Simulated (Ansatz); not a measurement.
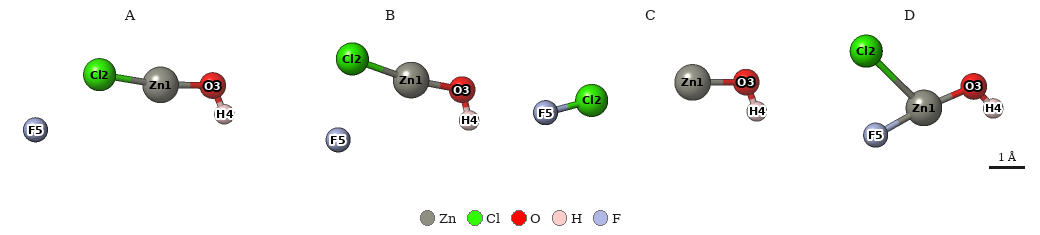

4 geometries from one relaxation of ZnHOClF (multiplicity 2), in shuffled order. Style: ball-and-stick. Shown at a tilt.

The run prepares an end point of a later path (reaction) calculation, from a guessed geometry.

The calculation used UKS BHLYP-D4/def2-mTZVP in Ansatz. (collinear spin; force threshold 0.03 eV/Å; at most 50 steps)

### Put them in the order of the run, from the start to the converged end.

C, A, B, D. They are steps 0, 8, 16, 28, at +308.9 kJ/mol, +72.9 kJ/mol, +58.4 kJ/mol relative to the last. F5 moves most after the best rigid fit: 2.51 Å. By element the largest moves are F 2.51 Å, Cl 1.51 Å, Zn 1.20 Å, O 1.10 Å, H 0.81 Å. Some distances before and after: Zn1–F5 5.016 → 1.779 Å, Cl2–F5 1.585 → 2.521 Å, Zn1–Cl2 3.434 → 2.652 Å, Zn1–O3 1.817 → 1.771 Å. New bonds form, among them: Zn1–Cl2 (3.43 → 2.65 Å), Zn1–F5 (5.02 → 1.78 Å). Bonds break, among them: Cl2–F5 (1.58 → 2.52 Å). The energy falls by 308.9 kJ/mol in 28 geometry steps. The largest force component goes from 2.7 to 0.014 eV/Å.

Limits of the set-up: the start holds two separate molecules, 3.4 Å apart at their closest, whose relative position is a soft coordinate.
